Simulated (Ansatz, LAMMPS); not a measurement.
# Relaxing glassy CaAl2Si2O8 (130 atoms), part 2 of 3

How does glassy CaAl2Si2O8 (130 atoms) relax, and what do bonds, charges and levels look like afterwards?

Ansatz 0.2.0; Kohn-Sham DFT, RPBE, PAW (set soft_2), plane waves.

The cell: 20 Al, 10 Ca, 80 O and 20 Si. The quench rate of 10 K/ps far exceeds what a furnace or splat quench reaches. The starting topology of bonds comes from the classical model. Sampling is at Γ alone, for a cell whose shortest periodic width is 12 Å.

So far. Step 3 (Single point at the start): Neighbours are counted within 2.19 Å (O-Al), 2.12 Å (O-Si), 2.93 Å (O-Ca).

**4. Cell and atoms relaxed**

The cell is relaxed with the atoms, since the starting lattice needn't suit this functional.

File input.yaml:

```yaml
crystal:
  lattice:
    - [11.9487, 0.0, 0.0]
    - [0.0, 11.9487, 0.0]
    - [0.0, 0.0, 11.9487]
  atoms:
    [... the 130 atom lines of step 3 ...]
kpoints:
  mp_grid: { grid: [1, 1, 1] }
hamiltonian:
  xc: rpbe
scf:
  occupations: { method: fixed }
output:
  forces: true
relax:
  f_tol: 0.03
  max_steps: 200
  cell: {}
```

Run with:

```sh
$ ansatz run input.yaml --threads 4 --pin off --max-ram 8192MiB --backend cpu --events-out ev --progress --plain --runs-dir out
```

Numbers of over 12 decimals in the logs are rounded to 6 here.

Log:

```text
[...]
Crystal: 130 atoms, lattice volume = 1705.933 Å³
Basis set: ecut = 420 eV, 33371 PW (Γ), exchange–correlation on 160×160×160 points (8 copies of the dense FFT grid, shifted against one another)
Bands: 490, of which v1, the nominal top of the filled ones, is band 360 counted from 1 (359 counted from 0)
Symmetry: 1 space group operations
[...]
k-points: 1
[...]
SCF iter   1: F=—  HF=-87492.316954 eV  |F-HF|=—  |Δ(HF+E_count)|=         —  Δρ=4.41e-3  dr2=3.78e-1  ethr=1.77e-3  ⟨swp⟩=6.0  Hψ=1633  notcnv=0  defer=128
[...]
SCF iter   3: F=—  HF=-87492.281957 eV  |F-HF|=—  |Δ(HF+E_count)|=   4.30e-3  Δρ=8.89e-4  dr2=1.64e-2  ethr=7.73e-6  ⟨swp⟩=5.0  Hψ=719  notcnv=0  defer=110
automatic band count: iteration 3 solves 472 bands in place of 490: the levels show a gap, and the empty bands left out lie too high to hold charge; the band table lists the bands solved (type scf.n_extra_bands for more)
SCF iter   4: F=—  HF=-87492.284574 eV  |F-HF|=—  |Δ(HF+E_count)|=   2.62e-3  Δρ=2.32e-4  dr2=8.23e-4  ethr=2.28e-6  ⟨swp⟩=3.0  Hψ=632  notcnv=0  defer=110
[...]
SCF iter   9: F=-87492.285531 eV  HF=-87492.285531 eV  |F-HF|=4.13e-8  |Δ(HF+E_count)|=   5.97e-7  Δρ=2.12e-6  dr2=7.20e-8  ethr=1.39e-11  ⟨swp⟩=3.0  Hψ=1551  notcnv=0
SCF 1 converged in 9 iterations: F = -87492.285531 eV  dr2 = 7.20e-8
[...]
relax step   1: F+E_penalty+E_count = -87492.28553059 eV  Δ(F+E_penalty+E_count) = +0.000e0 eV  max|allowed force component| = 4.224e0 eV/Å  Δτ_max = 0.0000 Å  P = +8.464 GPa  Ω = 1705.933 Å³  (9 SCF iters, dr2 threshold 1.00e-7 eV, accepted)
[... from here on, the SCF cycles and remarks between the steps are left out ...]
relax step   2: F+E_penalty+E_count = -87498.53582066 eV  Δ(F+E_penalty+E_count) = -6.250e0 eV  max|allowed force component| = 2.956e0 eV/Å  Δτ_max = 0.1949 Å  P = +4.382 GPa  Ω = 1739.564 Å³  energy of the carried Pulay correction = -9.801e-2 eV  (7 SCF iters, dr2 threshold 1.30e-5 eV, accepted)
relax step   3: F+E_penalty+E_count = -87502.82384471 eV  Δ(F+E_penalty+E_count) = -4.288e0 eV  max|allowed force component| = 7.654e-1 eV/Å  Δτ_max = 0.1958 Å  P = -0.333 GPa  Ω = 1782.717 Å³  energy of the carried Pulay correction = -2.210e-1 eV  (8 SCF iters, dr2 threshold 1.30e-5 eV, accepted)
relax step   4: F+E_penalty+E_count = -87503.39812855 eV  Δ(F+E_penalty+E_count) = -5.743e-1 eV  max|allowed force component| = 5.775e-1 eV/Å  Δτ_max = 0.2000 Å  P = -0.290 GPa  Ω = 1784.051 Å³  energy of the carried Pulay correction = -2.248e-1 eV  (7 SCF iters, dr2 threshold 1.30e-5 eV, accepted)
relax step   5: F+E_penalty+E_count = -87503.76728685 eV  Δ(F+E_penalty+E_count) = -3.692e-1 eV  max|allowed force component| = 4.543e-1 eV/Å  Δτ_max = 0.1757 Å  P = -0.262 GPa  Ω = 1785.494 Å³  energy of the carried Pulay correction = -2.288e-1 eV  (7 SCF iters, dr2 threshold 1.30e-5 eV, accepted)
relax step   6: F+E_penalty+E_count = -87503.89020848 eV  Δ(F+E_penalty+E_count) = -1.229e-1 eV  max|allowed force component| = 4.119e-1 eV/Å  Δτ_max = 0.2000 Å  P = -0.113 GPa  Ω = 1784.494 Å³  energy of the carried Pulay correction = -2.260e-1 eV  (7 SCF iters, dr2 threshold 1.29e-5 eV, accepted)
relax step   7: F+E_penalty+E_count = -87503.95668068 eV  Δ(F+E_penalty+E_count) = -6.647e-2 eV  max|allowed force component| = 2.570e-1 eV/Å  Δτ_max = 0.2000 Å  P = -0.069 GPa  Ω = 1783.420 Å³  energy of the carried Pulay correction = -2.230e-1 eV  (7 SCF iters, dr2 threshold 1.06e-5 eV, accepted)
relax step   8: F+E_penalty+E_count = -87504.02154398 eV  Δ(F+E_penalty+E_count) = -6.486e-2 eV  max|allowed force component| = 2.271e-1 eV/Å  Δτ_max = 0.1363 Å  P = +0.135 GPa  Ω = 1782.411 Å³  energy of the carried Pulay correction = -2.202e-1 eV  (7 SCF iters, dr2 threshold 4.13e-6 eV, accepted)
relax step   9: F+E_penalty+E_count = -87504.03021031 eV  Δ(F+E_penalty+E_count) = -8.666e-3 eV  max|allowed force component| = 2.335e-1 eV/Å  Δτ_max = 0.1224 Å  P = -0.034 GPa  Ω = 1786.938 Å³  energy of the carried Pulay correction = -2.329e-1 eV  (7 SCF iters, dr2 threshold 3.22e-6 eV, accepted)
relax step  10: F+E_penalty+E_count = -87504.03527951 eV  Δ(F+E_penalty+E_count) = -5.069e-3 eV  max|allowed force component| = 3.797e-1 eV/Å  Δτ_max = 0.2000 Å  P = +0.071 GPa  Ω = 1784.753 Å³  energy of the carried Pulay correction = -2.267e-1 eV  (7 SCF iters, dr2 threshold 3.41e-6 eV, rejected (line search))
relax step  11: F+E_penalty+E_count = -87504.04974571 eV  Δ(F+E_penalty+E_count) = -1.954e-2 eV  max|allowed force component| = 1.335e-1 eV/Å  Δτ_max = 0.0824 Å  P = -0.005 GPa  Ω = 1786.293 Å³  energy of the carried Pulay correction = -2.311e-1 eV  (11 SCF iters, accepted)
relax step  12: F+E_penalty+E_count = -87504.05389669 eV  Δ(F+E_penalty+E_count) = -4.151e-3 eV  max|allowed force component| = 4.797e-2 eV/Å  Δτ_max = 0.1000 Å  P = +0.020 GPa  Ω = 1785.942 Å³  energy of the carried Pulay correction = -2.301e-1 eV  (7 SCF iters, dr2 threshold 1.11e-6 eV, accepted)
relax step  13: F+E_penalty+E_count = -87504.05267992 eV  Δ(F+E_penalty+E_count) = +1.217e-3 eV  max|allowed force component| = 2.238e-2 eV/Å  Δτ_max = 0.0348 Å  P = -0.017 GPa  Ω = 1786.926 Å³  energy of the carried Pulay correction = -2.329e-1 eV  (8 SCF iters, dr2 threshold 1.44e-7 eV, accepted)
relax step  14: F+E_penalty+E_count = -87504.44484821 eV  Δ(F+E_penalty+E_count) = -3.922e-1 eV  max|allowed force component| = 2.410e-2 eV/Å  Δτ_max = 0.0000 Å  P = +0.365 GPa  Ω = 1786.926 Å³  stress off target by 7.08e-1 GPa  SCF on the basis re-selected at this cell (its energy is not comparable with the rows above)  (9 SCF iters)
relax step  15: F+E_penalty+E_count = -87504.43759005 eV  Δ(F+E_penalty+E_count) = +7.258e-3 eV  max|allowed force component| = 4.854e-2 eV/Å  Δτ_max = 0.0256 Å  P = -0.061 GPa  Ω = 1796.338 Å³  energy of the carried Pulay correction = -2.749e-2 eV  (7 SCF iters, dr2 threshold 1.25e-6 eV, accepted)
relax step  16: F+E_penalty+E_count = -87504.40658496 eV  Δ(F+E_penalty+E_count) = +3.101e-2 eV  max|allowed force component| = 3.282e-1 eV/Å  Δτ_max = 0.0842 Å  P = -0.033 GPa  Ω = 1799.206 Å³  energy of the carried Pulay correction = -3.617e-2 eV  (9 SCF iters, dr2 threshold 1.47e-7 eV, rejected (line search))
relax step  17: F+E_penalty+E_count = -87504.43871065 eV  Δ(F+E_penalty+E_count) = -1.121e-3 eV  max|allowed force component| = 5.548e-2 eV/Å  Δτ_max = 0.0271 Å  P = -0.052 GPa  Ω = 1797.703 Å³  energy of the carried Pulay correction = -3.158e-2 eV  (12 SCF iters, accepted)
relax step  18: F+E_penalty+E_count = -87504.43522971 eV  Δ(F+E_penalty+E_count) = +3.481e-3 eV  max|allowed force component| = 5.563e-2 eV/Å  Δτ_max = 0.0548 Å  P = -0.012 GPa  Ω = 1798.880 Å³  energy of the carried Pulay correction = -3.509e-2 eV  (8 SCF iters, dr2 threshold 1.92e-7 eV, accepted)
relax step  19: F+E_penalty+E_count = -87504.44130167 eV  Δ(F+E_penalty+E_count) = -6.072e-3 eV  max|allowed force component| = 3.129e-2 eV/Å  Δτ_max = 0.0360 Å  P = +0.012 GPa  Ω = 1797.917 Å³  energy of the carried Pulay correction = -3.220e-2 eV  (7 SCF iters, dr2 threshold 1.93e-7 eV, accepted)
relax step  20: F+E_penalty+E_count = -87504.44059748 eV  Δ(F+E_penalty+E_count) = +7.042e-4 eV  max|allowed force component| = 1.128e-2 eV/Å  Δτ_max = 0.0070 Å  P = -0.002 GPa  Ω = 1798.341 Å³  energy of the carried Pulay correction = -3.348e-2 eV  (7 SCF iters, dr2 threshold 6.12e-8 eV, accepted)
relax step  21: F+E_penalty+E_count = -87504.47329295 eV  Δ(F+E_penalty+E_count) = -3.270e-2 eV  max|allowed force component| = 1.114e-2 eV/Å  Δτ_max = 0.0000 Å  P = +0.009 GPa  Ω = 1798.341 Å³  stress off target by 4.49e-2 GPa  SCF on the basis re-selected at this cell (its energy is not comparable with the rows above)  (6 SCF iters)
[...]
SCF converged after 6 iterations
Free energy (F): -87504.473293 eV
[...]
Internal energy: -87504.473293 eV  (E = F + TS)
E sigma→0 (E₀):  -87504.473293 eV
Fermi energy:    3.776216 eV
[...]
--- Forces (eV/Å), atoms counted from 1 ---
  atom   1  Al     0.00100725     0.00188693    -0.00046373
  atom   2  Al     0.00067671    -0.00497948    -0.00365437
  atom   3  Al     0.00239973    -0.00353793     0.00299149
  atom   4  Al    -0.00529624    -0.00447596     0.00403537
  atom   5  Al    -0.00286925     0.00183680     0.00154298
  atom   6  Al     0.00121417     0.00125941     0.00488306
  atom   7  Al    -0.00644814    -0.00781564    -0.00077405
  atom   8  Al    -0.00289928     0.00458615    -0.00117414
  atom   9  Al    -0.00220968    -0.00421742     0.00081638
  atom  10  Al     0.00311904    -0.00037365    -0.00165020
  atom  11  Al     0.00228435    -0.00100257    -0.00219744
  atom  12  Al     0.00255138     0.00153655    -0.00584122
  atom  13  Al    -0.00076497    -0.00155051     0.00028039
  atom  14  Al     0.00132614     0.00393837    -0.00002209
[...]
atom 129  Si     0.00112391     0.00178754    -0.00274275
  atom 130  Si     0.00831916     0.00084967    -0.00025411
  max |Σ_I F_I| component: 2.11e-4 eV/Å
--- Stress (GPa, compression-positive) ---
       -0.001384      -0.017169       0.009922
       -0.017172       0.032736      -0.012834
        0.009939      -0.012825      -0.004098
  P = ⅓ Tr σ = 0.0091 GPa (0.091 kbar)
--- Relaxed structure (19 steps of the walk, 17 accepted, 2 SCFs on fresh bases) ---
  F+E_penalty+E_count = -87504.47329295 eV   max|allowed force component| = 1.114e-2 eV/Å   (the final SCF, on the basis selected at the relaxed cell)
  cell:  # Å, volume = 1798.3414 Å³
    - [12.091181, -0.235280, 0.079219]
    - [-0.235280, 12.444766, -0.128856]
    - [0.079219, -0.128856, 11.957562]
  atoms:
    - { symbol: Al, position: [0.081420, 0.269600, 0.336364] }
    - { symbol: Al, position: [0.758396, 0.695388, 0.050887] }
    - { symbol: Al, position: [0.154582, 0.185685, 0.028001] }
    - { symbol: Al, position: [0.288603, 0.446904, 0.684681] }
[...]
- { symbol: Si, position: [0.261025, 0.747557, 0.382187] }
```

The job ended after 14 min (4 threads of Arm Neoverse N1, shared host; peak memory 2.4 GiB).

Step by step:

```csv
step,energy less that of the first step (eV),largest force component (eV/Å),pressure (GPa),volume (Å³)
1,0.0000,4.2243,8.46,1705.93
2,-6.2503,2.9561,4.38,1739.56
3,-10.5383,0.7654,-0.33,1782.72
4,-11.1126,0.5775,-0.29,1784.05
5,-11.4818,0.4543,-0.26,1785.49
6,-11.6047,0.4119,-0.11,1784.49
7,-11.6711,0.2570,-0.07,1783.42
8,-11.7360,0.2271,0.13,1782.41
9,-11.7447,0.2335,-0.03,1786.94
10,-11.7497,0.3797,0.07,1784.75
11,-11.7642,0.1335,0.00,1786.29
12,-11.7684,0.0480,0.02,1785.94
13,-11.7671,0.0224,-0.02,1786.93
14*,-12.1593,0.0241,0.37,1786.93
15,-12.1521,0.0485,-0.06,1796.34
16,-12.1211,0.3282,-0.03,1799.21
17,-12.1532,0.0555,-0.05,1797.70
18,-12.1497,0.0556,-0.01,1798.88
19,-12.1558,0.0313,0.01,1797.92
20,-12.1551,0.0113,0.00,1798.34
21*,-12.1878,0.0111,0.01,1798.34
```

Relaxation steps marked * repeat the geometry before them on a plane-wave basis chosen anew for their cell, so energy and pressure can jump there. Relaxation steps 10, 16 were tried and not accepted.

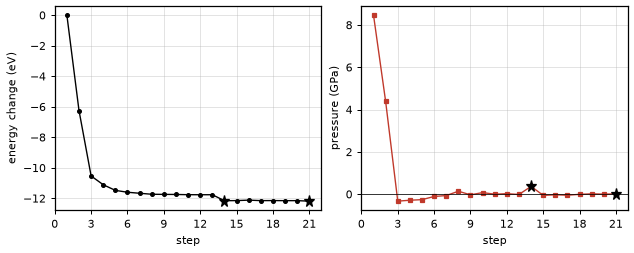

Energy and pressure along the relaxation. Stars mark steps on a basis chosen anew.

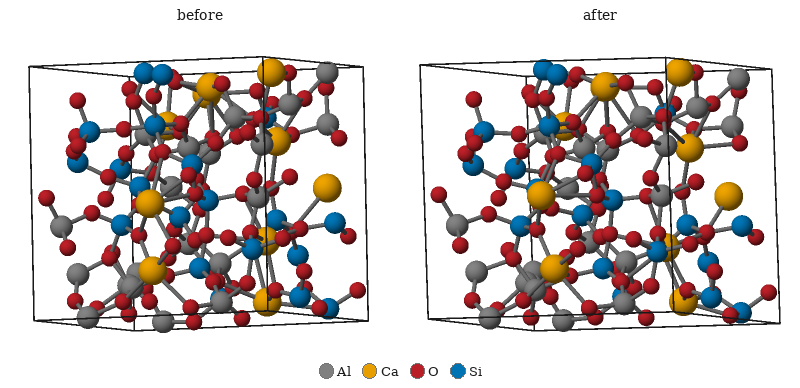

The structure before and after the relaxation, drawn at the same scale.

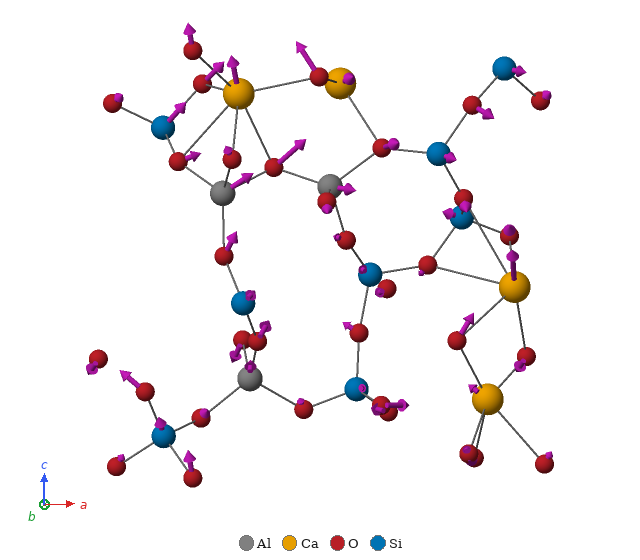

Displacements in the relaxation, exaggerated, measured against the changing cell; the longest in the cell stands for 0.55 Å. Drawn is a slice 4 Å thick, seen along the normal of the ac plane. Bonds to atoms that aren't drawn are left out.

```csv
cell as run,before,after,change
a (Å),11.949,12.094,+1.2 %
b (Å),11.949,12.448,+4.2 %
c (Å),11.949,11.959,+0.1 %
α (°),90.00,91.22,+1.4 %
β (°),90.00,89.23,-0.9 %
γ (°),90.00,92.20,+2.4 %
volume (Å³/atom),13.12,13.83,+5.4 %
```

The atoms that moved most (Å, as changes of fractional coordinates times the final cell):

```csv
atom,dx,dy,dz,length
Ca30,-0.051,-0.396,0.380,0.551
Ca28,-0.187,-0.431,-0.269,0.542
Ca21,-0.311,0.381,0.079,0.498
O83,0.309,-0.196,0.299,0.472
Ca25,-0.151,0.346,-0.258,0.457
O75,-0.220,0.053,0.343,0.411
O98,0.210,-0.223,-0.273,0.410
O33,0.113,0.353,-0.141,0.397
```

The relaxation changed the energy by -93.8 meV/atom, and atoms moved by 0.25 Å r.m.s., 0.55 Å at most.

**5. Distances and neighbours after relaxation**

Bonds before and after, by the cutoffs listed below:

```csv
pair,bonds before,bonds after,mean before (Å),mean after (Å),spread before (Å),spread after (Å)
O-Al,80,80,1.760,1.794,0.080,0.061
O-Si,80,80,1.622,1.653,0.053,0.036
O-Ca,53,54,2.487,2.469,0.160,0.175
```

Density 2.57 g/cm³, 13.83 Å³ an atom.

g(r), total and by pair (bins of 0.2 Å):

```csv
r (Å),total,O-O,O-Al,O-Si,O-Ca,Al-Al,Al-Si
1.50,0.14,0.00,0.00,0.72,0.00,0.00,0.00
1.70,3.69,0.00,7.11,12.40,0.00,0.00,0.00
1.90,0.74,0.00,3.95,0.00,0.00,0.00,0.00
2.10,0.02,0.00,0.10,0.00,0.00,0.00,0.00
2.30,0.43,0.00,0.00,0.00,4.48,0.00,0.00
2.50,0.36,0.51,0.00,0.00,1.72,0.00,0.00
2.70,1.52,3.59,0.00,0.00,1.61,0.46,0.00
2.90,0.98,2.16,0.05,0.00,0.42,1.65,0.40
3.10,1.17,1.34,0.47,0.05,0.47,4.88,4.58
3.30,1.00,0.84,0.78,0.53,0.81,1.94,3.19
3.50,0.86,0.78,1.24,0.95,0.57,0.00,0.15
3.70,0.94,0.59,1.51,1.33,0.59,0.27,0.14
3.90,1.06,0.76,1.24,1.62,1.23,0.95,0.23
4.10,1.06,0.61,1.27,2.01,1.00,0.62,1.17
4.30,1.14,0.67,1.72,1.86,0.77,0.97,0.97
4.50,1.17,0.76,1.66,1.35,1.50,0.89,1.14
4.70,0.91,0.89,0.91,0.76,1.17,0.97,0.64
4.90,1.03,1.41,0.47,0.54,1.64,0.88,1.24
5.10,1.02,1.48,0.48,0.64,1.17,0.41,1.18
5.30,1.04,1.41,0.78,0.57,0.80,1.41,1.21
5.50,0.93,1.19,0.87,0.62,0.72,0.82,1.23
5.70,0.95,1.08,0.83,0.92,0.80,0.76,0.87
5.90,0.96,0.76,1.01,1.32,0.82,1.23,1.33
```

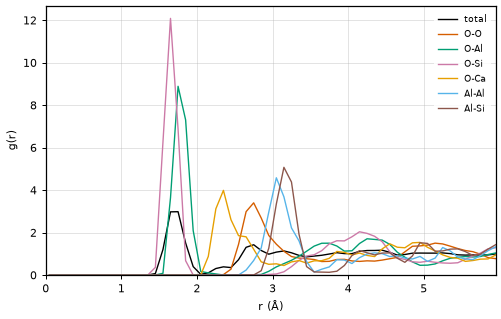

Pair distribution functions, lightly smoothed.

Bonds by pair of elements; cutoffs follow the first minimum of g(r), held within bounds set by covalent radii, and pairs that aren't listed don't count as bonded:

```csv
pair A-B,cutoff (Å),bonds,mean length (Å),spread (Å),shortest (Å),B about A,A about B
O-Al,2.43,80,1.79,0.061,1.70,1,4
O-Si,2.12,80,1.65,0.036,1.59,1,4
O-Ca,2.93,54,2.47,0.175,2.22,0.675,5.4
```

How many atoms have how many bonded neighbours:

```csv
element,mean,2,3,4,5,7
Al,4,0,0,20,0,0
Ca,5.4,0,0,2,5,3
O,2.67,29,48,3,0,0
Si,4,0,0,20,0,0
```

Bond angles, per cent of each kind in bins of 5°:

```csv
angle (°),O-Ca-O,O-Al-O,O-Si-O,Al-O-Ca,Al-O-Si
55–60,4.8,0.0,0.0,0.0,0.0
60–65,7.2,0.0,0.0,0.0,0.0
65–70,6.4,0.0,0.0,0.0,0.0
70–75,3.2,0.0,0.0,2.0,0.0
75–80,1.6,0.0,0.0,2.0,0.0
80–85,11.2,0.0,0.0,8.0,0.0
85–90,6.4,0.0,0.0,4.0,0.0
90–95,8.8,5.0,0.0,12.0,0.0
95–100,7.2,7.5,2.5,12.0,0.0
100–105,3.2,18.3,14.2,12.0,2.1
105–110,3.2,33.3,42.5,4.0,0.0
110–115,3.2,10.8,29.2,12.0,0.0
115–120,2.4,12.5,9.2,2.0,12.8
120–125,2.4,6.7,1.7,4.0,8.5
125–130,10.4,2.5,0.8,8.0,12.8
130–135,0.8,3.3,0.0,4.0,12.8
135–140,2.4,0.0,0.0,2.0,17.0
140–145,3.2,0.0,0.0,4.0,6.4
145–150,4.0,0.0,0.0,4.0,10.6
150–155,1.6,0.0,0.0,0.0,12.8
155–160,4.0,0.0,0.0,2.0,0.0
160–165,1.6,0.0,0.0,2.0,2.1
165–170,0.0,0.0,0.0,0.0,0.0
170–175,0.8,0.0,0.0,0.0,2.1
```

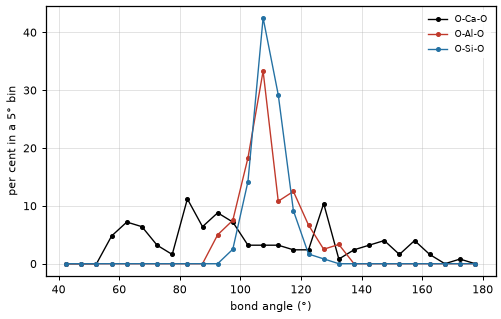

Distributions of the most common bond angles.

Bond angles (no mean is given where the spread exceeds 20°):

```csv
angle,count,mean (°),spread (°)
O-Ca-O,125,-,-
O-Al-O,120,109,8.7
O-Si-O,120,109,5
Al-O-Ca,50,-,-
Al-O-Si,47,136,13.5
```

Oxygen atoms by the number of network formers (Si, P, Ge, B, Al, As, Ga) bound to them:

```csv
network formers bound to O,O atoms,per cent
0,0,0
1,7,8.8
2,66,82.5
3,7,8.8
```

Network units: each former by its oxygen neighbours and how many of them bridge to another former:

```csv
former,O neighbours,bridging O,atoms
Si,4,3,7
Si,4,4,13
Al,4,4,20
```

Bond length by coordination (bonds to H left out):

```csv
element,coordination,atoms,mean bond length (Å)
Ca,4,2,2.40
Ca,5,5,2.44
Ca,7,3,2.53
O,2,29,1.69
O,3,48,1.98
O,4,3,2.20
```

Rings of the network by King's shortest-path rule, up to 12 atoms, one path for each pair of neighbours; H, halogens, alkali and alkaline-earth atoms are left out, and the last column divides by all other atoms, bonded or not:

```csv
ring size (atoms),rings,per network atom
6,8,0.067
8,8,0.067
10,15,0.125
12,27,0.225
```

For some of the pairs, g(r) has its first main peak near 2.7 Å (O-O), 1.8 Å (O-Al), 1.6 Å (O-Si), 2.4 Å (O-Ca), 3.1 Å (Al-Al) and 3.2 Å (Al-Si). With the cutoffs above, all Al atoms have 4, 50 % of Ca atoms have 5, 60 % of O atoms have 3 and all Si atoms have 4 bonded neighbours. 82 % of the oxygens bridge two formers (Si and Al) and 9 % are non-bridging; 9 % join three. The commonest Si unit has 4 oxygens, 4 of them shared with other formers (13 of 20 atoms). Rings of 12 atoms are the most common (47 % of those counted); sizes run from 6 to 12, where the search stops.

(Continued in part 3 of 3.)

[Logs are printed without paths, hosts, clocks, repeated set-up lines and the standing remarks that a program may print on its own settings, such as how far it seeks lower states.]

[Hosts, paths, dates, database ids (printed as entryN), source tags and the programs' standing remarks are cut or masked in the printed files.]
